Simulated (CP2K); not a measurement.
# InH3S (SMILES [SH][InH2]) at IPEA1-xTB

What is the energy change on altering one bond length of InH3S at IPEA1-xTB? 

The calculation is run with CP2K 2026.2.

2 further runs of the same task are left out: 2 set aside as unsound or not needed.

## (1) The system as given

InH3S: 5 atoms, total charge 0, spin state singlet. SMILES: `[SH][InH2]`. Geometry: a GFN2-xTB relaxation, a rough one for these elements and not checked as a minimum.

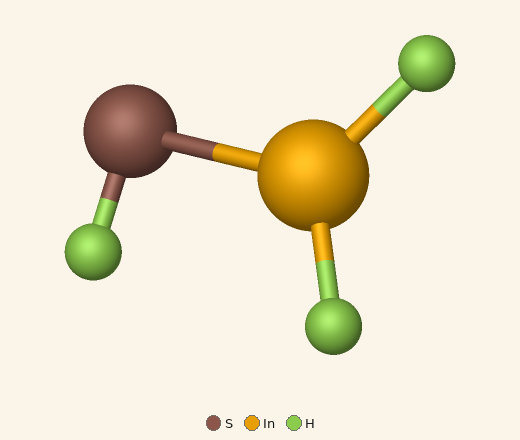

The structure, seen from a chosen angle (sulfur brown, indium amber, hydrogen green).

## (2) Energy and gradient at IPEA1-xTB

gas.inp reads:

```
&GLOBAL
  PROJECT_NAME gas
  RUN_TYPE ENERGY_FORCE
  PRINT_LEVEL MEDIUM
&END GLOBAL

&FORCE_EVAL
  METHOD QUICKSTEP
  &DFT
    CHARGE 0
    MULTIPLICITY 1
    &QS
      METHOD XTB
      EPS_DEFAULT 1.0E-10
      &XTB
        GFN_TYPE TBLITE
        &TBLITE
          METHOD IPEA1
        &END TBLITE
        CHECK_ATOMIC_CHARGES F
      &END XTB
    &END QS
    &POISSON
      PERIODIC NONE
      POISSON_SOLVER ANALYTIC
    &END POISSON
    &SCF
      SCF_GUESS ATOMIC
      EPS_SCF 1.0E-06
      MAX_SCF 150
      ADDED_MOS 4
      &DIAGONALIZATION
        ALGORITHM STANDARD
      &END DIAGONALIZATION
      &MIXING
        METHOD DIRECT_P_MIXING
        ALPHA 0.4
      &END MIXING
      &SMEAR ON
        METHOD FERMI_DIRAC
        ELECTRONIC_TEMPERATURE [K] 300
      &END SMEAR
    &END SCF
    &PRINT
      &MOMENTS
        PERIODIC F
        REFERENCE COM
        MAX_MOMENT 1
      &END MOMENTS
      &MO ON
        ENERGIES T
        OCCUPATION_NUMBERS T
        NDIGITS 6
        &EACH
          QS_SCF 0
        &END EACH
        ADD_LAST NUMERIC
      &END MO
      &HIRSHFELD OFF
      &END HIRSHFELD
    &END PRINT
  &END DFT
  &SUBSYS
    &CELL
      ABC [angstrom] 12.9 14.1 11.9
      PERIODIC NONE
    &END CELL
    &COORD
      UNIT bohr
      S      2.2609628    -1.8292360     1.8211480
      In    -0.2554910     1.1074173    -0.5494379
      H      0.4644758    -3.5783665     1.6066452
      H     -3.1368698     0.1370240    -1.7144351
      H      0.6669410     4.1631611    -1.1639201
    &END COORD
    &TOPOLOGY
      &CENTER_COORDINATES
      &END CENTER_COORDINATES
    &END TOPOLOGY
  &END SUBSYS
  &PRINT
    &FORCES ON
    &END FORCES
  &END PRINT
&END FORCE_EVAL
```

The run is started by

```sh
$ OMP_NUM_THREADS=1 cp2k.psmp -i gas.inp > gas.out 2>&1
```

The program printed:

```text
CP2K| version string:                                       CP2K version 2026.2
[...]
 GLOBAL| Method name                                                        CP2K
[...]
 GLOBAL| Run type                                                   ENERGY_FORCE
[...]
                             - Atoms:                                          5
[...]
                             - Spherical basis functions:                     24
[...]
 Number of electrons:                                                         12
[...]
  *** SCF run converged in    11 steps ***
[...]
  Fermi energy:                                                -0.29465429285627
[...]
 TB_DIPOLE| Moment [Debye]         -0.60870813      -0.59916673      -0.06642960
 TB_DIPOLE| Derivative [a.u.]       0.00000000       0.00000000       0.00000000
[...]
 ENERGY| Total FORCE_EVAL ( QS ) energy [hartree]             -6.919119397639925
 FORCES| Atomic forces [hartree/bohr]
 FORCES|   Atom     x               y               z               |f|
 FORCES|      1 -4.85294488E-03 -4.83297319E-03 -4.61929362E-04   6.86455261E-03
 FORCES|      2 -5.57150125E-03  7.34273851E-03 -5.66106194E-03   1.08168876E-02
 FORCES|      3  5.60753590E-03  2.85087259E-03  1.62793076E-03   6.49785287E-03
 FORCES|      4  4.32931783E-03 -8.38044399E-05  2.34325251E-03   4.92349961E-03
 FORCES|      5  4.87592393E-04 -5.27683347E-03  2.15180802E-03   5.71952757E-03
 FORCES| Sum     3.12250226E-17  9.54097912E-18  2.81892565E-17
 FORCES| Total atomic force                                       4.31354436E-17
[...]
```

It took 0.86 s on 1 thread of AMD EPYC 9R45 (Zen 5), shared host; peak memory 0.19 GiB.

## (3) The distorted shape

qs.inp reads:

```
&FORCE_EVAL
  METHOD Quickstep
  &DFT
    &QS
      METHOD XTB
      EPS_DEFAULT 1.0E-10
      &XTB
        GFN_TYPE TBLITE
        &TBLITE
          METHOD IPEA1
        &END TBLITE
        CHECK_ATOMIC_CHARGES F
      &END XTB
    &END QS
    # isolated system
    &POISSON
      PERIODIC NONE
      POISSON_SOLVER ANALYTIC
    &END POISSON
    # SCF settings
    &SCF
      SCF_GUESS ATOMIC
      EPS_SCF 1.0E-06
      MAX_SCF 150
      ADDED_MOS 4
      &DIAGONALIZATION
        ALGORITHM STANDARD
      &END DIAGONALIZATION
      &MIXING
        METHOD DIRECT_P_MIXING
        ALPHA 0.4
      &END MIXING
      &SMEAR ON
        METHOD FERMI_DIRAC
        ELECTRONIC_TEMPERATURE [K] 300
      &END SMEAR
    &END SCF
    # extra output
    &PRINT
      &MOMENTS
        PERIODIC F
        REFERENCE COM
        MAX_MOMENT 1
      &END MOMENTS
      &MO ON
        ENERGIES T
        OCCUPATION_NUMBERS T
        NDIGITS 6
        &EACH
          QS_SCF 0
        &END EACH
        ADD_LAST NUMERIC
      &END MO
      &HIRSHFELD OFF
      &END HIRSHFELD
    &END PRINT
  &END DFT
  &SUBSYS
    &CELL
      ABC 14.4 14.1 12.5
      PERIODIC NONE
    &END CELL
    &COORD
      UNIT bohr
      S      5.1424229    -0.8588163     2.9861773
      In     2.6259691     2.0778370     0.6155915
      H      3.3459358    -2.6079468     2.7716745
      H     -3.1368698     0.1370240    -1.7144351
      H      3.5484011     5.1335809     0.0011093
    &END COORD
    &TOPOLOGY
      &CENTER_COORDINATES
      &END CENTER_COORDINATES
    &END TOPOLOGY
  &END SUBSYS
  &PRINT
    &FORCES ON
    &END FORCES
  &END PRINT
&END FORCE_EVAL

&GLOBAL
  PROJECT qs
  RUN_TYPE ENERGY_FORCE
  PRINT_LEVEL MEDIUM
&END GLOBAL
```

The run is started by

```sh
$ OMP_NUM_THREADS=1 cp2k.psmp -i qs.inp > qs.out 2>&1
```

The program printed:

```text
CP2K| version string:                                       CP2K version 2026.2
[...]
 GLOBAL| Method name                                                        CP2K
[...]
 GLOBAL| Run type                                                   ENERGY_FORCE
[...]
 GENERATE| WARNING:: No connections detected for Hydrogen - Atom Nr:         4 !
 GENERATE|  Preliminary Number of Bonds generated:                             0
 GENERATE|  Achieved consistency in connectivity generation.
[...]
                             - Atoms:                                          5
[...]
                             - Spherical basis functions:                     24
[...]
 Number of electrons:                                                         12
[...]
  *** SCF run converged in    12 steps ***
[...]
  Fermi energy:                                                -0.36103298684552
[...]
 TB_DIPOLE| Moment [Debye]          1.56542802       0.12761389       0.80983095
 TB_DIPOLE| Derivative [a.u.]       0.00000000       0.00000000       0.00000000
[...]
 ENERGY| Total FORCE_EVAL ( QS ) energy [hartree]             -6.774531212483195
 FORCES| Atomic forces [hartree/bohr]
 FORCES|   Atom     x               y               z               |f|
 FORCES|      1 -9.01642005E-03 -7.19917908E-03 -1.76657970E-03   1.16723954E-02
 FORCES|      2 -2.03757565E-02 -2.71513675E-03 -9.85550367E-03   2.27963675E-02
 FORCES|      3  6.07337678E-03  2.51579237E-03  1.98843373E-03   6.86796807E-03
 FORCES|      4  3.15079103E-02  1.17683695E-02  1.23456741E-02   3.58281817E-02
 FORCES|      5 -8.18911054E-03 -4.36984600E-03 -2.71202447E-03   9.67016867E-03
 FORCES| Sum     1.21430643E-17  3.98986399E-17 -4.72712147E-17
 FORCES| Total atomic force                                       6.30390611E-17
[...]
```

Wall time 0.82 s (1 thread of AMD EPYC 9R45 (Zen 5), shared host); peak memory 0.19 GiB.

## (4) Summary of results

Level: IPEA1-xTB.

```
                                                          quantity        value
                                         first shape: total energy  -6.91912 Eh
            first shape: dipole moment (from atomic charges alone)       0.86 D
                                          first shape: HOMO energy    -12.03 eV
                                          first shape: LUMO energy     -7.10 eV
                                        first shape: HOMO–LUMO gap      4.93 eV
                             first shape: largest force on an atom   0.556 eV/Å
                                     distorted shape: total energy  -6.77453 Eh
        distorted shape: dipole moment (from atomic charges alone)       1.77 D
                                      distorted shape: HOMO energy    -10.60 eV
                                      distorted shape: LUMO energy     -9.04 eV
                                    distorted shape: HOMO–LUMO gap      1.56 eV
                         distorted shape: largest force on an atom   1.842 eV/Å
energy change with the In2–H4 bond stretched from 1.723 to 3.446 Å     3.934 eV
```

**Reading.** One bond (distorted shape) is far stretched, which a spin-restricted single reference describes badly. With the In2–H4 bond stretched from 1.723 to 3.446 Å the energy rises by 3.93 eV (380 kJ/mol). The first shape isn't relaxed at this level, so the change isn't measured from a minimum. A restricted reference can't describe the breaking bond well at this length. The largest force (first shape) is 0.56 eV/Å: the shape isn't a stationary point for this species at this level. The dipole (first shape) comes from point charges on the atoms alone, without atomic dipoles, so it is partial. The dipole (distorted shape) comes from point charges on the atoms alone, without atomic dipoles, so it is partial.
